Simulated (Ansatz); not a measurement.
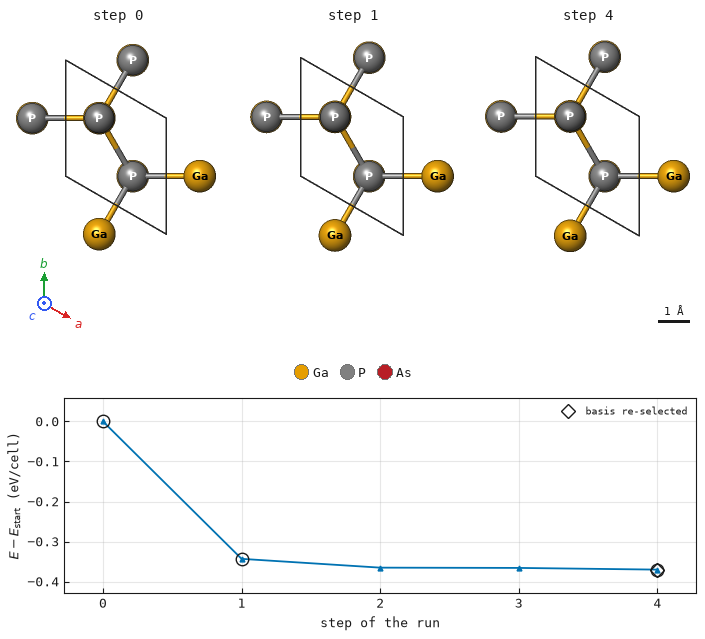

Frames of a relaxation of solid Ga₄AsP₃ (a generated structure, set up in P3m1) (coarse preliminary run), marked on the history of the run. The picture is a ball-and-stick view of the cell of the calculation, seen along the c axis.

These are results of DFT PBE, scalar-relativistic, plane waves, PAW in Ansatz 0.2.0, not measurements. (plane-wave cutoff 420 eV; k-point mesh 6 × 6 × 2; occupations gaussian; smearing width 0.1 eV; no spin polarisation; cell and atoms relaxed; force threshold 0.04 eV/Å; at most 70 steps)

**Describe the path.**

After 3 accepted moves (4 points after the start) the energy has fallen by 0.370 eV per cell of the calculation. Largest force component: 0.84 eV/Å at the start, 0.0074 eV/Å at the end. The pressure goes from 7.69 to 0.01 GPa. At 1 point the geometry stayed and the basis and grid were re-selected for the new cell (energy shift of 4.3 meV per cell of the calculation at most each time). The atom that moves furthest relative to the cell is a Ga atom (0.075 Å along +c). Largest moves by element: Ga 0.075 Å, P 0.048 Å, As 0.006 Å. Cell: a = b 3.812 → 3.924 Å (+3.0 %), c 12.572 → 12.920 Å (+2.8 %). Volume +8.9 %. Among the contacts that change: As–Ga 2.351 → 2.484 Å, As–Ga 2.339 → 2.436 Å, Ga–P 2.339 → 2.399 Å, Ga–P 2.351 → 2.389 Å. The space group stays P3m1 (No. 156). The run took 30 s on 1 thread of Intel(R) Xeon(R) 6975P-C (Granite Rapids), with other jobs on the host, peak memory 0.48 GiB. From step 0 to 1: Ga atoms move most (0.08 Å), volume +6.4 %, energy −0.343 eV per cell of the calculation. From step 1 to 4: volume +2.4 %, energy −26.9 meV per cell of the calculation.
